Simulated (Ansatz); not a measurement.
**Cl$_{2}$FH$_{2}$Si$_{2}$ (SMILES F[Si+](Cl)[SiH2]Cl) (charge +1): density, localisation and related maps**

Input

```
crystal:
  periodic: [false, false, false]
  atoms:
    - {symbol: Cl, position_ang: [-1.128923, 2.602571, 0.379802]}
    - {symbol: Cl, position_ang: [-1.015160, -0.615097, -2.042676]}
    - {symbol: F, position_ang: [-1.245701, 0.731157, 2.740972]}
    - {symbol: Si, position_ang: [-1.168981, 0.755784, 1.139902]}
    - {symbol: Si, position_ang: [-1.111974, -1.306441, -0.130203]}
    - {symbol: H, position_ang: [0.133906, -1.955952, 0.378220]}
    - {symbol: H, position_ang: [-2.405696, -1.948776, 0.252228]}
basis:
  gaussian:
    orbitals: def2-TZVPD
total_charge: 1
hamiltonian:
  xc: {name: PBE0}
output:
  forces: true
  orbitals: {seedname: orbitals}
```

Launched as:

```sh
ansatz run input.yaml --threads 1 --pin off --max-ram 2610MiB --events-out events.jsonl --progress --plain --runs-dir runs
```

Geometry: PBE-D3(BJ)/def2-SVP.

These are results of Ansatz 0.2.0, isolated molecule in a Gaussian basis; Kohn-Sham density functional theory, functional PBE0, not measurements.

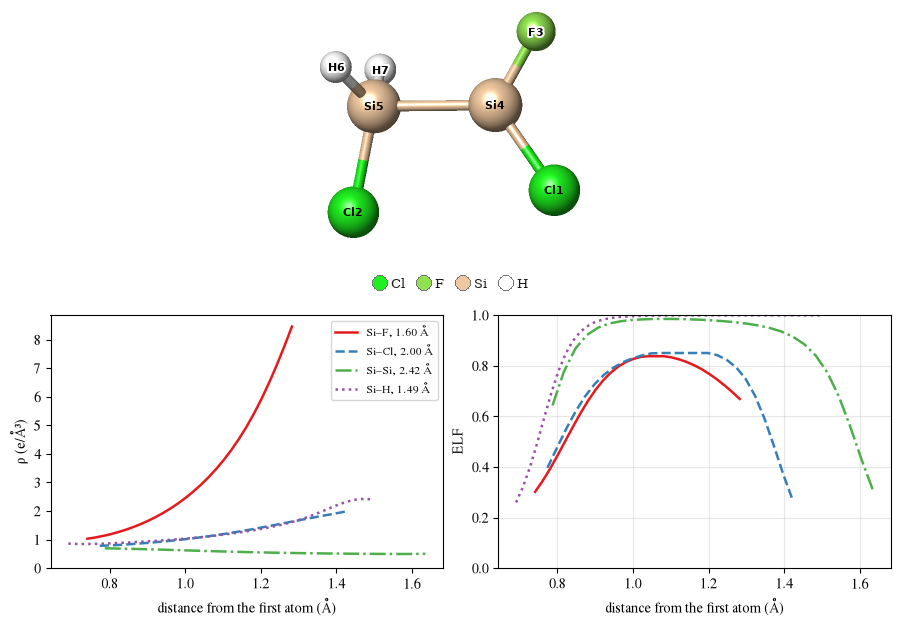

Figure 1. Total electron density and electron localisation function along straight lines between neighbouring atoms. The curves leave out the atomic cores. The structure is drawn too.

Q: What can be read from the curves?

A: Si–F (1.60 Å): ρ is about 1.2 e/Å³ halfway; the ELF peaks at about 0.85 in the valence shell of F, 0.6 Å from its nucleus, and is about 0.45 at the midpoint.
Si–Cl (2.00 Å): ρ at the midpoint is about 1 e/Å³; the ELF peaks at about 0.85 between the atoms, as expected for a polar covalent bond.
Si–Si (2.42 Å): ρ is about 0.55 e/Å³ halfway; the ELF peaks at about 1 between the atoms: a covalent bond.
Si–H (1.49 Å): the density is about 0.85 e/Å³ at the midpoint; the ELF climbs to about 1 towards the hydrogen, as it does in any bond to H.

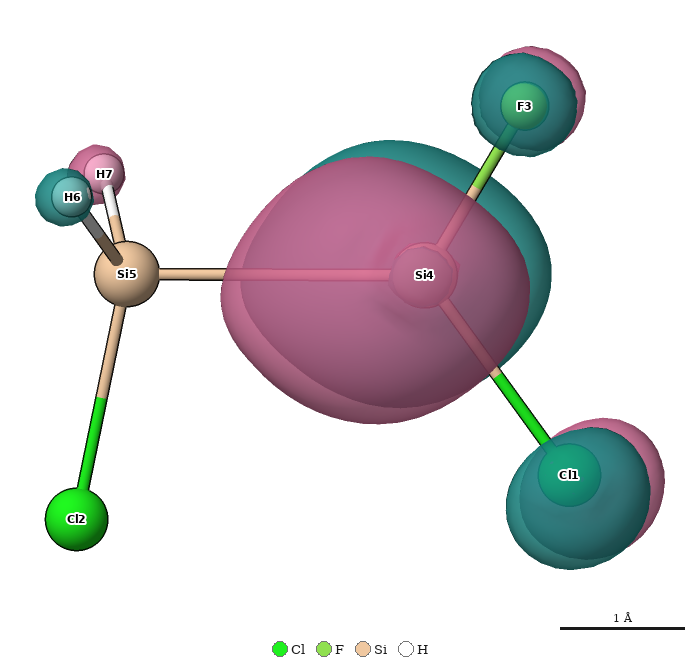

Figure 2. The LUMO at ±0.15 Å⁻³ᐟ² (teal and pink are the two phases), seen across its widest extent.

Q: Describe this orbital and give its energy.

A: By Hirshfeld shares it lies mainly on Si4 (about 65 %) and Cl1 (about 15 %). Its energy is −8.50 eV.
